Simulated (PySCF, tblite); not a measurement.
# C₇H₁₀OSi: geometry, infrared bands and NMR shifts

Wanted: the infrared bands and NMR shifts of C₇H₁₀OSi (`C=C(C)c1coc([SiH3])c1`), by calculation.

Computed with tblite 0.8.0 and PySCF 2.14.0, with density-fitted response routines of our own, on a single molecule in the gas phase. Atoms count from 0, in the outputs and in this text.

## 1. The starting structure

19 atoms, charge 0, multiplicity 1; geometry from: force field or distance geometry start.

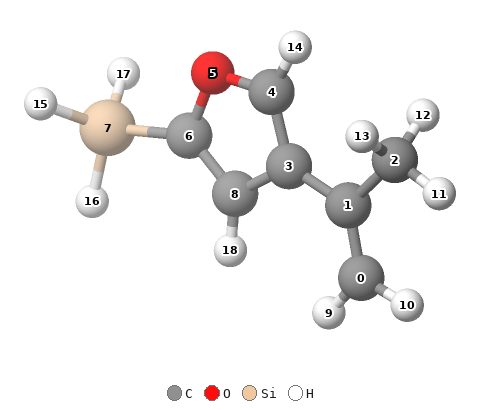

As it starts; carbon grey, oxygen red, silicon light orange, hydrogen white, atoms numbered.

## 2. Optimising the geometry with GFN2-xTB

What the job is given:

```
{"job": {"kind": "relax", "xc": "GFN2-xTB", "basis": "xTB"}, "charge": 0, "multiplicity": 1}
C     -1.973800     1.690800     0.644500
C     -1.722600     0.424800     0.295300
C     -2.829300    -0.585400     0.199100
C     -0.401100    -0.073100     0.017900
C     -0.067400    -1.371400    -0.318400
O      1.265300    -1.494400    -0.518000
C      1.849400    -0.263700    -0.290700
Si     3.699800    -0.109100    -0.465800
C      0.839900     0.622100     0.051300
H     -1.211300     2.445200     0.739900
H     -2.999700     2.022900     0.845000
H     -3.815500    -0.133900     0.422800
H     -2.908000    -0.988000    -0.809300
H     -2.693400    -1.407700     0.900100
H     -0.635100    -2.269400    -0.476500
H      4.389600    -1.012300     0.497600
H      4.104700     1.289700    -0.176300
H      4.111500    -0.451200    -1.857300
H      0.987300     1.673400     0.291100
```

On the command line:

```
$ OMP_NUM_THREADS=1 python probes_run.py task.json out
```

The driver reads the jobs from task.json and runs them one after another.

**Question.** This job is followed by: GFN2-xTB harmonic vibrations, gas phase; GIAO PBE0/pcSseg-1 NMR shielding, non-relativistic, gas phase. Predict these results of the whole session: strongest single infrared mode (GFN2-xTB); zero-point energy (GFN2-xTB); ¹³C shifts against TMS (PBE0/pcSseg-1); ¹H shifts against TMS (PBE0/pcSseg-1, means over atoms taken as alike); ¹⁷O shifts against H2O (PBE0/pcSseg-1); ²⁹Si shifts against TMS (PBE0/pcSseg-1).

As calculated:

| quantity | value |
| --- | --- |
| strongest single infrared mode (GFN2-xTB) | 2252 cm⁻¹, 394 km/mol |
| zero-point energy (GFN2-xTB) | 89.0 kcal/mol |
| ¹³C shifts against TMS (PBE0/pcSseg-1) | 154.3, 150.9, 141.9, 134.4, 128.0, 116.3, 23.7 ppm |
| ¹H shifts against TMS (PBE0/pcSseg-1, means over atoms taken as alike) | 7.76, 7.36, 5.67, 5.32, 4.45, 2.13 ppm |
| ¹⁷O shifts against H2O (PBE0/pcSseg-1) | 315.9 ppm |
| ²⁹Si shifts against TMS (PBE0/pcSseg-1) | -86.8 ppm |

In words: Relaxing lowered the energy by 0.090 eV in 24 steps; the close pair that moved most is Si7–H17, from 1.491 to 1.465 Å. All 51 modes are real, so the xTB geometry is a minimum. The strongest single mode, at 2252 cm⁻¹, moves mainly H17 and H15. GFN2-xTB is a fitted tight-binding method: band positions and strengths are rough. Its intensities can rank the bands wrongly. At PBE0/pcSseg-1: Shielding is most anisotropic at O5 (span 361 ppm, paramagnetic term -380 ppm). NICS(1)zz of -24 ppm above the planar ring from C3 marks a diatropic (aromatic) ring current.
